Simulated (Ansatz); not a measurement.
**Grüneisen parameters and expansion of TlGa (hypothetical, Fm-3m)**

Wanted: mode Grüneisen parameters of TlGa (hypothetical) and a free-energy fit over volumes. The crystal structure is hypothetical: it was made by swapping elements on a known structure type.

Method: DFT PBE, scalar-relativistic, plane waves, PAW, in Ansatz 0.2.0.

**1. Set-up**

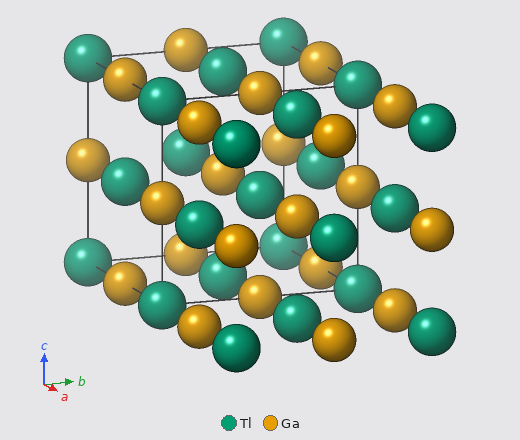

The starting structure, seen slightly off an axis (thallium teal, gallium orange). 2×1×1 cells are drawn. This picture shows the conventional cell, with its axes. Some periodic images of atoms are drawn too.

As a file:

```cif
data_structure
_symmetry_space_group_name_H-M 'Fm-3m'
_symmetry_Int_Tables_number 225
_cell_length_a 5.2821
_cell_length_b 5.2821
_cell_length_c 5.2821
_cell_angle_alpha 90.000
_cell_angle_beta 90.000
_cell_angle_gamma 90.000
_cell_volume 147.37
loop_
_atom_site_label
_atom_site_type_symbol
_atom_site_symmetry_multiplicity
_atom_site_Wyckoff_symbol
_atom_site_fract_x
_atom_site_fract_y
_atom_site_fract_z
_atom_site_occupancy
Tl1 Tl 4 a 0.00000 0.00000 0.00000 1
Ga1 Ga 4 b 0.50000 0.00000 0.00000 1
```

**2. Probe on a coarse mesh**

Before spending time, one coarse run tells the gap and the pressure of the starting cell.

The input, input.yaml:

```yaml
crystal:
  lattice:
    - [0.0, 2.64103, 2.64103]
    - [2.64103, 0.0, 2.64103]
    - [2.64103, 2.64103, 0.0]
  atoms:
    - { symbol: Tl, position: [0.0, 0.0, 0.0] }
    - { symbol: Ga, position: [0.5, 0.5, 0.5] }
kpoints:
  mp_grid: { grid: [6, 6, 6] }
hamiltonian:
  xc: pbe
scf:
  occupations: { method: gaussian, width: 0.1 }
output:
  forces: true
  stress: true
  eigenvalues: true
```

On the command line:

```console
> ansatz run input.yaml --threads 4 --pin off --max-ram 8192MiB --backend cpu --events-out ev --progress --plain --runs-dir out
```

Numbers of over 12 decimals in the logs are rounded to 6 here.

The program printed:

```text
Engine: ansatz 0.2.0, aarch64-unknown-linux-gnu
Pseudopotentials: kind: paw
Pseudopotential: Tl, paw, valence charge 13, recommended cutoff 420 eV (normal), Tl.paw.azcp
Pseudopotential: Ga, paw, valence charge 13, recommended cutoff 420 eV (normal), Ga.paw.azcp
Functional definition: PBE
  parameter kappa = 0.804
  parameter beta = 0.066725
  exchange = pbe_x(kappa = kappa, mu = beta*pi^2/3)
  correlation = pbe_c(beta = beta)
Crystal: 2 atoms, lattice volume = 36.843 Å³
Basis set: ecut = 420 eV, 725 PW (Γ), exchange–correlation on 50×50×50 points (8 copies of the dense FFT grid, shifted against one another)
Bands: 17, of which v1, the nominal top of the filled ones, is band 13 counted from 1 (12 counted from 0)
Symmetry: 48 space group operations
Space group: Fm-3m (ITA 225), of the structure as read, at distance tolerance 3.3e-5 Å
k-points: 16 of 216
Non-local potential: Tl, projectors of the file, l = 0: 2, l = 1: 2, l = 2: 2, l = 3: 1
Non-local potential: Ga, projectors of the file, l = 0: 2, l = 1: 2, l = 2: 3, l = 3: 1
PAW form: soft (Blöchl's): semilocal exchange-correlation on the pseudo side does not see the compensation charge
PAW one-centre angular grid: Tl, 590 points (default); XC on 64 Gauss nodes
PAW one-centre angular grid: Ga, 590 points (default); XC on 64 Gauss nodes
Initial density: superposition of atomic densities (neutral atoms: chi_scale 0, normalization atom), corrected by the library's trained network
Initial wavefunctions: pseudopotential atomic-orbital guess
Functional: x = pbe(κ = 0.804, μ = 0.219515), c = pbe(β = 0.066725)
SCF iter   1: F=—  HF=-15225.687208 eV  |F-HF|=—  |Δ(HF+E_count)|=         —  Δρ=2.35e-3  dr2=2.83e-3  ethr=1.77e-3  ⟨swp⟩=5.6  Hψ=1430  notcnv=0
preconditioner: auto → none  [insulator: Δε(μ)=0.242 eV  Ē_g=17.032 eV  σ=0.100 eV  W_gap=0.66  n_scr=14 (ndim 8)  ℏωp=31.2 eV  f_vac=0.000  D(μ)=1.15/eV (n_scr^D=8)  ε∞_Penn≈4.4]
SCF iter   2: F=—  HF=-15225.685154 eV  |F-HF|=—  |Δ(HF+E_count)|=   2.05e-3  Δρ=6.97e-4  dr2=1.26e-4  ethr=1.09e-5  ⟨swp⟩=2.7  Hψ=575  notcnv=0
SCF iter   3: F=—  HF=-15225.685121 eV  |F-HF|=—  |Δ(HF+E_count)|=   3.29e-5  Δρ=2.79e-4  dr2=1.31e-5  ethr=4.86e-7  ⟨swp⟩=2.2  Hψ=413  notcnv=0  defer=1
SCF iter   4: F=—  HF=-15225.685129 eV  |F-HF|=—  |Δ(HF+E_count)|=   7.87e-6  Δρ=6.35e-5  dr2=5.37e-7  ethr=5.03e-8  ⟨swp⟩=2.0  Hψ=465  notcnv=0  defer=1
SCF iter   5: F=—  HF=-15225.685129 eV  |F-HF|=—  |Δ(HF+E_count)|=   4.67e-7  Δρ=2.63e-5  dr2=1.26e-7  ethr=2.06e-9  ⟨swp⟩=2.0  Hψ=470  notcnv=0  defer=1
SCF iter   6: F=-15225.685130 eV  HF=-15225.685130 eV  |F-HF|=1.08e-8  |Δ(HF+E_count)|=   8.76e-8  Δρ=7.20e-6  dr2=6.84e-9  ethr=3.85e-10  ⟨swp⟩=5.9  Hψ=1258  notcnv=0
SCF 1 converged in 6 iterations: F = -15225.685130 eV  dr2 = 6.84e-9
  greatest PAW one-centre occupation: 0.994 electrons in one spin orbital (limit 2), on the Ga atom at site 1 (counted from 0), in its partial waves of l = 2
SCF converged after 6 iterations
Free energy (F): -15225.685130 eV
Harris-Foulkes:  -15225.685130 eV  (|F-HF|=1.08e-8)
Internal energy: -15225.679371 eV  (E = F + TS)
E sigma→0 (E₀):  -15225.682250 eV
Entropy (-TS):   -0.005758 eV (-2.879 meV/atom)
Fermi energy:    13.944064 eV
--- Per-component energies (eV) ---
  E_band       = 61.961803
  E_kinetic    = 457.832272
  E_local      = -2457.403330  (includes V_loc(G=0)·N_el)
  E_nonlocal   = 738.666985
  E_hartree    = 1103.665575
  E_xc         = -303.918597
  E_vxc        = -205.761613  (∫ρ·V_xc dr)
  E_paw        = -12150.134175  (= ΣΔE_a)
  E_vpaw       = -678.704032  (= ΣTr[D̂ρ^β])
  E_aug_tail   = -0.000097  (compensation charges beyond the density's cutoff)
  E_ewald      = -2614.388005
  E_smearing   = -0.005758  (= −TS)
  E_closure    = -0.000000  (closes the sum)
  Σ components = -15225.685130   (vs F -15225.685130, Δ=0.00e0)
--- Forces (eV/Å), atoms counted from 1 ---
  atom   1  Tl    -0.00000000     0.00000000     0.00000000
  atom   2  Ga     0.00000000    -0.00000000    -0.00000000
  max |Σ_I F_I| component: 1.71e-29 eV/Å
--- Stress (GPa, compression-positive) ---
       30.719172      -0.000000      -0.000000
       -0.000000      30.719172       0.000000
        0.000000      -0.000000      30.719172
  P = ⅓ Tr σ = 30.7192 GPa (307.192 kbar)
--- Band table (eV; the first three rows and the last of 16) ---
  k-point 0: bands = [... 9 lower, 2.1988, 2.1988, 16.7040, 16.7040, 16.7040, 19.2705, 22.1930, 23.6829]
  k-point 1: bands = [... 9 lower, 2.1147, 2.1147, 13.5585, 16.8801, 16.8801, 20.2766, 21.9362, 22.2548]
  k-point 2: bands = [... 9 lower, 2.1429, 3.5856, 9.5424, 17.4239, 17.4239, 19.2801, 20.0697, 20.0697]
  k-point 15: bands = [... 9 lower, 2.2816, 7.8187, 9.6920, 9.9057, 11.5603, 17.7870, 21.1736, 23.7279]
```

Wall time 0.31 s (4 threads of Arm Neoverse V2, shared host); peak memory 0.29 GiB.

In the SCF lines HF is the Harris–Foulkes energy and dr2 the Hartree energy of the density residual, in eV; the loop may stop once dr2 is under the threshold and the program's other checks hold. Hψ counts applications of the Hamiltonian.

This step gave:

* pressure: 30.72 GPa
* volume per atom: 18.42 Å³
* gap on the k-mesh: 0 eV

The start is under 31 GPa at this level and looks like a metal on this mesh.

**3. A loose first relaxation**

The start is far from rest, so a relaxation with loose thresholds first brings it near the minimum.

Changes to input.yaml since step 2:

```diff
@@ -18 +18,6 @@
   eigenvalues: true
+relax:
+  adjacent_minimum: "off"
+  f_tol: 0.05
+  max_steps: 80
+  cell: { stress_tol: 0.5 }
```

The program printed:

```text
[...]
Crystal: 2 atoms, lattice volume = 36.843 Å³
Basis set: ecut = 420 eV, 725 PW (Γ), exchange–correlation on 50×50×50 points (8 copies of the dense FFT grid, shifted against one another)
Bands: 17, of which v1, the nominal top of the filled ones, is band 13 counted from 1 (12 counted from 0)
Symmetry: 48 space group operations
[...]
k-points: 16 of 216
[...]
SCF iter   1: F=—  HF=-15225.687208 eV  |F-HF|=—  |Δ(HF+E_count)|=         —  Δρ=2.35e-3  dr2=2.83e-3  ethr=1.77e-3  ⟨swp⟩=5.6  Hψ=1430  notcnv=0
[...]
SCF iter   6: F=-15225.685130 eV  HF=-15225.685130 eV  |F-HF|=1.08e-8  |Δ(HF+E_count)|=   8.74e-8  Δρ=7.20e-6  dr2=6.83e-9  ethr=3.85e-10  ⟨swp⟩=5.9  Hψ=1258  notcnv=0
SCF 1 converged in 6 iterations: F = -15225.685130 eV  dr2 = 6.83e-9
[...]
relax step   1: F+E_penalty+E_count = -15225.68512955 eV  Δ(F+E_penalty+E_count) = +0.000e0 eV  max|allowed force component| = 1.007e-28 eV/Å  Δτ_max = 0.0000 Å  P = +30.719 GPa  Ω = 36.843 Å³  (6 SCF iters, dr2 threshold 1.00e-7 eV, accepted)
Crystal: 2 atoms, lattice volume = 42.498 Å³
Basis set: ecut = 420 eV, 869 PW (Γ), exchange–correlation on 50×50×50 points (8 copies of the dense FFT grid, shifted against one another)
[...]
iter 1 solved again at ethr=7.67e-5 eV; its pass at ethr=3.10e-3 eV (dr2=2.00e-2 eV) is discarded
[...]
SCF iter   6: F=-15226.404663 eV  HF=-15226.404663 eV  |F-HF|=2.70e-8  |Δ(HF+E_count)|=   1.02e-6  Δρ=1.51e-5  dr2=6.37e-8  ethr=7.69e-10  ⟨swp⟩=7.2  Hψ=1473  notcnv=0
SCF 2 converged in 6 iterations: F = -15226.404663 eV  dr2 = 6.37e-8
relax step   2: F+E_penalty+E_count = -15226.40466321 eV  Δ(F+E_penalty+E_count) = -7.195e-1 eV  max|allowed force component| = 7.691e-30 eV/Å  Δτ_max = 0.0000 Å  P = +12.471 GPa  Ω = 42.498 Å³  energy of the carried Pulay correction = -2.537e-3 eV  (6 SCF iters, dr2 threshold 2.00e-7 eV, accepted)
Crystal: 2 atoms, lattice volume = 47.460 Å³
Basis set: ecut = 420 eV, 941 PW (Γ), exchange–correlation on 50×50×50 points (8 copies of the dense FFT grid, shifted against one another)
[...]
SCF iter   6: F=-15226.671707 eV  HF=-15226.671707 eV  |F-HF|=8.95e-9  |Δ(HF+E_count)|=   6.17e-7  Δρ=1.00e-5  dr2=3.54e-8  ethr=7.69e-10  ⟨swp⟩=6.9  Hψ=1383  notcnv=0
SCF 3 converged in 6 iterations: F = -15226.671707 eV  dr2 = 3.54e-8
relax step   3: F+E_penalty+E_count = -15226.67170665 eV  Δ(F+E_penalty+E_count) = -2.670e-1 eV  max|allowed force component| = 1.433e-29 eV/Å  Δτ_max = 0.0000 Å  P = +5.287 GPa  Ω = 47.460 Å³  energy of the carried Pulay correction = -4.486e-3 eV  (6 SCF iters, dr2 threshold 2.00e-7 eV, accepted)
[...]
relax step   4: F+E_penalty+E_count = -15226.74667174 eV  Δ(F+E_penalty+E_count) = -7.497e-2 eV  max|allowed force component| = 8.309e-29 eV/Å  Δτ_max = 0.0000 Å  P = +0.465 GPa  Ω = 51.912 Å³  energy of the carried Pulay correction = -6.052e-3 eV  (7 SCF iters, dr2 threshold 2.00e-7 eV, accepted)
[...]
relax step   5: F+E_penalty+E_count = -15226.76574691 eV  Δ(F+E_penalty+E_count) = -1.908e-2 eV  max|allowed force component| = 6.127e-29 eV/Å  Δτ_max = 0.0000 Å  P = +1.282 GPa  Ω = 51.912 Å³  stress off target by 1.28e0 GPa  SCF on the basis re-selected at this cell (its energy is not comparable with the rows above)  (7 SCF iters)
[...]
relax step   6: F+E_penalty+E_count = -15226.77222650 eV  Δ(F+E_penalty+E_count) = -6.480e-3 eV  max|allowed force component| = 1.446e-29 eV/Å  Δτ_max = 0.0000 Å  P = +0.406 GPa  Ω = 53.225 Å³  energy of the carried Pulay correction = -3.473e-4 eV  (5 SCF iters, dr2 threshold 2.00e-7 eV, accepted)
[...]
SCF iter   5: F=-15226.772550 eV  HF=-15226.772550 eV  |F-HF|=7.22e-10  |Δ(HF+E_count)|=   3.04e-9  Δρ=1.01e-6  dr2=7.18e-10  ethr=7.69e-12  ⟨swp⟩=4.1  Hψ=840  notcnv=0
SCF 7 converged in 5 iterations: F = -15226.772550 eV  dr2 = 7.18e-10
relax step   7: F+E_penalty+E_count = -15226.77255033 eV  Δ(F+E_penalty+E_count) = -3.238e-4 eV  max|allowed force component| = 1.213e-29 eV/Å  Δτ_max = 0.0000 Å  P = +0.400 GPa  Ω = 53.225 Å³  stress off target by 4.00e-1 GPa  SCF on the basis re-selected at this cell (its energy is not comparable with the rows above)  (5 SCF iters)
[...]
SCF converged after 5 iterations
Free energy (F): -15226.772550 eV
[...]
Internal energy: -15226.763412 eV  (E = F + TS)
E sigma→0 (E₀):  -15226.767981 eV
Entropy (-TS):   -0.009138 eV (-4.569 meV/atom)
Fermi energy:    8.510330 eV
[...]
--- Stress (GPa, compression-positive) ---
        0.400409       0.000000       0.000000
        0.000000       0.400409       0.000000
        0.000000       0.000000       0.400409
  P = ⅓ Tr σ = 0.4004 GPa (4.004 kbar)
--- Band table (eV; the first three rows and the last of 16) ---
  k-point 0: bands = [... 9 lower, -2.8543, -1.2876, 9.5159, 10.6311, 10.6311, 10.6311, 16.2553, 16.2553]
  k-point 1: bands = [... 9 lower, -2.8498, -0.9235, 7.2204, 10.7146, 10.7146, 11.9635, 14.7345, 14.9312]
  k-point 2: bands = [... 9 lower, -2.8135, 0.1732, 4.4148, 11.0629, 11.0629, 12.2183, 13.1782, 13.1782]
  k-point 15: bands = [... 9 lower, -2.7562, 2.6598, 4.2275, 5.7386, 7.0414, 10.8305, 14.8069, 15.3893]
--- Relaxed structure (5 steps of the walk, 5 accepted, 2 SCFs on fresh bases) ---
  F+E_penalty+E_count = -15226.77255033 eV   max|allowed force component| = 1.213e-29 eV/Å   (the final SCF, on the basis selected at the relaxed cell)
  cell:  # Å, volume = 53.2254 Å³
    - [0, 2.985587, 2.985587]
    - [2.985587, 0, 2.985587]
    - [2.985587, 2.985587, 0]
  atoms:
    - { symbol: Tl, position: [0, 0, 0] }
    - { symbol: Ga, position: [0.5, 0.5, 0.5] }
```

Elapsed: 2.1 s, on 4 threads; peak memory 0.33 GiB.

Step by step:

| step | energy less that of the first step (eV) | largest force component (eV/Å) | pressure (GPa) | volume (Å³) |
| --- | --- | --- | --- | --- |
| 1 | 0.0000 | 0.0000 | 30.72 | 36.84 |
| 2 | -0.7195 | 0.0000 | 12.47 | 42.50 |
| 3 | -0.9866 | 0.0000 | 5.29 | 47.46 |
| 4 | -1.0615 | 0.0000 | 0.47 | 51.91 |
| 5* | -1.0806 | 0.0000 | 1.28 | 51.91 |
| 6 | -1.0871 | 0.0000 | 0.41 | 53.23 |
| 7* | -1.0874 | 0.0000 | 0.40 | 53.23 |

Relaxation steps marked * repeat the geometry before them on a plane-wave basis chosen anew for their cell, so energy and pressure can jump there.

The run keeps the 48 symmetry operations that it works with, so distortions that break them were not tested.

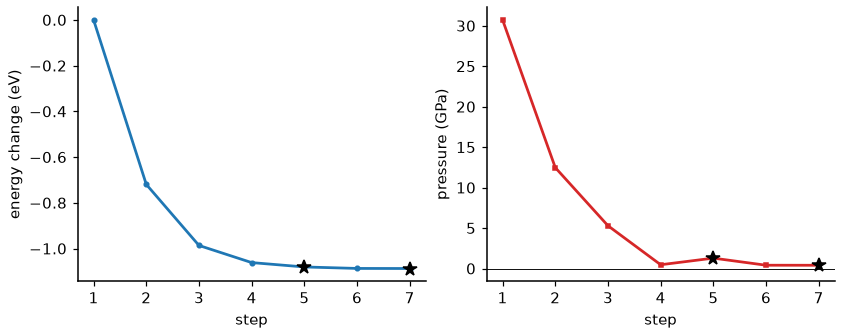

Energy and pressure along the relaxation. Stars mark steps on a basis chosen anew.

| cell as run | before | after | change |
| --- | --- | --- | --- |
| a (Å) | 3.735 | 4.222 | +13.0 % |
| b (Å) | 3.735 | 4.222 | +13.0 % |
| c (Å) | 3.735 | 4.222 | +13.0 % |
| volume (Å³/atom) | 18.42 | 26.61 | +44.5 % |

Final coordinates:

```cif
data_structure
_symmetry_space_group_name_H-M 'P 1'
_symmetry_Int_Tables_number 1
_cell_length_a 4.2223
_cell_length_b 4.2223
_cell_length_c 4.2223
_cell_angle_alpha 60.000
_cell_angle_beta 60.000
_cell_angle_gamma 60.000
_cell_volume 53.23
loop_
_atom_site_label
_atom_site_type_symbol
_atom_site_fract_x
_atom_site_fract_y
_atom_site_fract_z
_atom_site_occupancy
Tl1 Tl 0.00000 0.00000 0.00000 1
Ga2 Ga 0.50000 0.50000 0.50000 1
```

Numbers from this step:

- pressure: 0.4004 GPa
- volume per atom: 26.61 Å³

The relaxation ends with a pressure of 0.40 GPa.

**4. Finding the static equilibrium**

The vibrations must be taken about the equilibrium of this functional, not about the starting cell, so the structure is relaxed.

input.yaml, the sections that differ from step 3:

```yaml
crystal:
  lattice:
    - [0.0, 2.985586838, 2.985586838]
    - [2.985586838, 0.0, 2.985586838]
    - [2.985586838, 2.985586838, 0.0]
  atoms:
    - { symbol: Tl, position: [0.0, 0.0, 0.0] }
    - { symbol: Ga, position: [0.5, 0.5, 0.5] }
kpoints:
  mp_grid: { grid: [12, 12, 12] }
relax:
  adjacent_minimum: "off"
  f_tol: 0.005
  max_steps: 80
  cell: { stress_tol: 0.05 }
# hamiltonian, scf, output: as in step 3
```

The program printed:

```text
[...]
Crystal: 2 atoms, lattice volume = 53.225 Å³
Basis set: ecut = 420 eV, 1037 PW (Γ), exchange–correlation on 60×60×60 points (8 copies of the dense FFT grid, shifted against one another)
Bands: 17, of which v1, the nominal top of the filled ones, is band 13 counted from 1 (12 counted from 0)
Symmetry: 48 space group operations
[...]
k-points: 72 of 1728
[...]
k-point 71: bands = [... 9 lower, -2.8754, 2.8025, 3.5959, 6.2348, 6.2348, 12.5533, 13.1381, 16.2225]
--- Relaxed structure (3 steps of the walk, 3 accepted, 1 SCFs on fresh bases) ---
[...]
cell:  # Å, volume = 53.7743 Å³
    - [0, 2.995815, 2.995815]
    - [2.995815, 0, 2.995815]
    - [2.995815, 2.995815, 0]
  atoms:
    - { symbol: Tl, position: [0, 0, 0] }
    - { symbol: Ga, position: [0.5, 0.5, 0.5] }
[key lines of the parts left out:]
SCF converged after 6 iterations
Free energy (F): -15226.789222 eV
Fermi energy:    8.396069 eV
P = ⅓ Tr σ = 0.0057 GPa (0.057 kbar)
```

It took 3.3 s on 4 threads; peak memory 0.4 GiB.

The steps of the relaxation:

| step | energy less that of the first step (eV) | largest force component (eV/Å) | pressure (GPa) | volume (Å³) |
| --- | --- | --- | --- | --- |
| 1 | 0.0000 | 0.0000 | 0.25 | 53.23 |
| 2 | -0.0003 | 0.0000 | 0.08 | 53.60 |
| 3 | -0.0003 | 0.0000 | 0.01 | 53.77 |
| 4* | -0.0004 | 0.0000 | 0.01 | 53.77 |

Relaxation steps marked * repeat the geometry before them on a plane-wave basis chosen anew for their cell, so energy and pressure can jump there.

Forces are held to the 48 operations that the run works with; a distortion that breaks them can't arise in this run.

| conventional cell, symmetrised | before | after | change |
| --- | --- | --- | --- |
| a (Å) | 5.971 | 5.992 | +0.3 % |
| b (Å) | 5.971 | 5.992 | +0.3 % |
| c (Å) | 5.971 | 5.992 | +0.3 % |
| volume (Å³/atom) | 26.61 | 26.89 | +1.0 % |

The relaxed structure:

```xyz
2
Lattice="0.0000 2.9958 2.9958 2.9958 0.0000 2.9958 2.9958 2.9958 0.0000" Properties=species:S:1:pos:R:3 pbc="T T T"
Tl    0.0000    0.0000    0.0000
Ga    2.9958    2.9958    2.9958
```

This step gave:

| Item | Value |
| --- | --- |
| pressure | 0.005744 GPa |
| volume per atom | 26.89 Å³ |

The relaxation ends with a pressure of 0.01 GPa.

**5. Relaxing to small residual forces and stress**

The thresholds are tightened for a last relaxation ahead of the phonons, and where mesh or smearing change with them the cell follows.

input.yaml, the sections that differ from step 4:

```yaml
crystal:
  lattice:
    - [0.0, 2.9958154054, 2.9958154054]
    - [2.9958154054, 0.0, 2.9958154054]
    - [2.9958154054, 2.9958154054, 0.0]
  atoms:
    - { symbol: Tl, position: [0.0, 0.0, 0.0] }
    - { symbol: Ga, position: [0.5, 0.5, 0.5] }
scf:
  occupations: { method: methfessel_paxton, width: 0.15 }
relax:
  adjacent_minimum: "off"
  f_tol: 0.001
  max_steps: 60
  cell: { stress_tol: 0.01 }
# kpoints, hamiltonian, output: as in step 4
```

The program printed:

```text
[...]
Crystal: 2 atoms, lattice volume = 53.774 Å³
Basis set: ecut = 420 eV, 1067 PW (Γ), exchange–correlation on 60×60×60 points (8 copies of the dense FFT grid, shifted against one another)
Bands: 17, of which v1, the nominal top of the filled ones, is band 13 counted from 1 (12 counted from 0)
Symmetry: 48 space group operations
[...]
k-points: 72 of 1728
[...]
k-point 71: bands = [... 9 lower, -2.8706, 2.8074, 3.6010, 6.2387, 6.2387, 12.5604, 13.1455, 16.2291]
--- Relaxed structure (2 steps of the walk, 2 accepted, 1 SCFs on fresh bases) ---
[...]
cell:  # Å, volume = 53.7502 Å³
    - [0, 2.995368, 2.995368]
    - [2.995368, 0, 2.995368]
    - [2.995368, 2.995368, 0]
  atoms:
    - { symbol: Tl, position: [0, 0, 0] }
    - { symbol: Ga, position: [0.5, 0.5, 0.5] }
[key lines of the parts left out:]
SCF converged after 6 iterations
Free energy (F): -15226.786273 eV
Fermi energy:    8.392300 eV
P = ⅓ Tr σ = -0.0062 GPa (-0.062 kbar)
```

The job ended after 2.6 s (4 threads; peak memory 0.4 GiB; 9.4 s of CPU time).

Little changed from the start: no atom moved by 0.005 Å and no cell edge by 0.1 %.

Numbers from this step:

```yaml
pressure: -0.006190 GPa
volume_per_atom: 26.88 Å³
```

The residual pressure is -0.0062 GPa, small enough for phonons.

[end of part 1 of 3]

[Logs are printed without paths, hosts, clocks, repeated set-up lines and the standing remarks that a program may print on its own settings, such as how far it seeks lower states.]

[Hosts, paths, dates, database ids (printed as entryN), source tags and the programs' standing remarks are cut or masked in the printed files.]

[A step with changed settings may run another functional than the one named; its input shows which.]

[Of the runs on displaced cells, only some may be shown.]
